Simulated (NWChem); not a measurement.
# UHF/3-21G run of MgH (SMILES [MgH])

Aim: the electronic atomisation energy of MgH at UHF/3-21G, from 3 runs. 

The calculation is run with NWChem 7.3.0.

14 further runs of the same task are left out: 14 set aside as unsound or not needed.

## Step 1: The structure to begin with

MgH: 2 atoms, total charge 0, spin state doublet. SMILES: `[MgH]`. The coordinates come from a PBE0-D4/def2-TZVP relaxation.

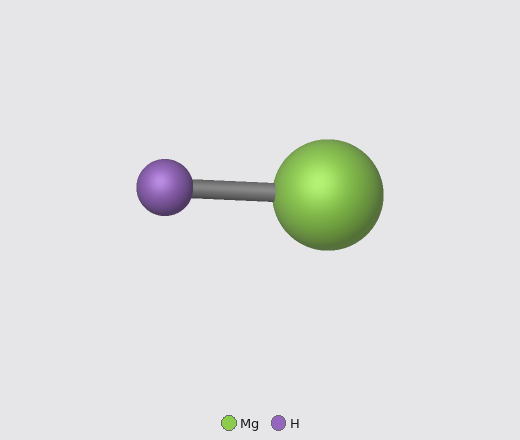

Viewed from a chosen angle; magnesium green, hydrogen purple.

## Step 2: Energy and gradient at UHF/3-21G

The input, calc.nw:

```
start calc
title "HMg gradient"
memory total 2200 mb

geometry noautosym nocenter noautoz
 Mg    -0.742670     0.243830    -0.385720
 H      0.742670    -0.243830     0.385720
end

basis spherical bse
 * library 3-21G
end

scf
 nopen 1
 uhf
 thresh 1e-08
 maxiter 80
 print low
end

task scf gradient
```

Launch:

```bash
$ nwchem calc.nw > calc.out
```

Log (excerpt; [...] marks lines left out):

```text
[...]
  functions       =    15
[...]
  wavefunction    = UHF
[...]
         Total SCF energy =   -199.004075620695
      One electron energy =   -285.882087753009
      Two electron energy =     83.235465356435
 Nuclear repulsion energy =      3.642546775880
                       Sz =      0.5000
                 Sz(Sz+1) =      0.7500
                      S^2 =      0.7615
[...]
                         UHF ENERGY GRADIENTS
    atom               coordinates                        gradient
                 x          y          z           x          y          z
   1 Mg     -1.403443   0.460772  -0.728905    0.002240  -0.000736   0.001164
   2 H       1.403443  -0.460772   0.728905   -0.002240   0.000736  -0.001164
 Task  times  cpu:        0.2s     wall:        0.2s
 Total times  cpu:        0.2s     wall:        0.2s
```

It took 0.72 s on 1 thread of AMD EPYC 9R45 (Zen 5), shared host; peak memory 0.1 GiB.

## Step 3: The H atom: a single-point energy at UHF/3-21G

The input, h.nw:

```
START h
TITLE "H hf"
memory stack 880 mb heap 220 mb global 1100 mb

GEOMETRY units angstroms noautosym nocenter noautoz
  H     0.000000    0.000000    0.000000
END

BASIS spherical bse
  * library 3-21G
END

SCF
  doublet
  uhf
  thresh 1e-08
  maxiter 80
END

TASK scf energy
```

Run the same way, it converges to -0.49620 Eh (log not shown).

## Step 4: The Mg atom: the energy at HF/3-21G

The input, job.nw:

```
start job
title "Mg hf"
memory 2200 mb

geometry units angstroms noautosym nocenter noautoz
Mg       0.000000       0.000000       0.000000
end

basis spherical bse
Mg library 3-21G
end

scf
thresh 1e-08
maxiter 80
end

task scf energy
```

Launch:

```bash
$ nwchem job.nw > job.out
```

Log (excerpt; [...] marks lines left out):

```text
[...]
  functions       =    13
[...]
  wavefunction    = RHF
[...]
         Total SCF energy =   -198.468103018483
      One-electron energy =   -278.275995563662
      Two-electron energy =     79.807892545179
 Nuclear repulsion energy =      0.000000000000
        Time for solution =      0.0s
[...]
```

Run time: 0.63 s. Hardware: 1 thread of AMD EPYC 9R45 (Zen 5), shared host; peak memory 0.1 GiB.

## Step 5: Outcome

Level: UHF/3-21G.

| quantity | value |
| --- | --- |
| molecule: total energy | -199.00408 Eh |
| molecule: ⟨S²⟩ | 0.761 |
| molecule: largest force on an atom | 0.135 eV/Å |
| H atom: total energy | -0.49620 Eh |
| H atom: dipole moment | 0.00 D |
| H atom: HOMO energy (highest over α and β) | -13.50 eV |
| H atom: ⟨S²⟩ | 0.750 |
| Mg atom: total energy | -198.46810 Eh |
| Mg atom: dipole moment | 0.00 D |
| Mg atom: HOMO energy | -6.85 eV |
| Mg atom: LUMO energy | 1.31 eV |
| Mg atom: HOMO–LUMO gap | 8.17 eV |
| electronic atomisation energy | 1.082 eV |

Taking the molecule apart into free atoms costs 1.08 eV (104 kJ/mol), before zero-point energy and without spin-orbit coupling. Hartree–Fock lacks the correlation of the bonding pairs, which as a rule makes this value much too low; in minimal bases other errors can mask that. The basis has no polarisation functions, which makes bonds too weak.
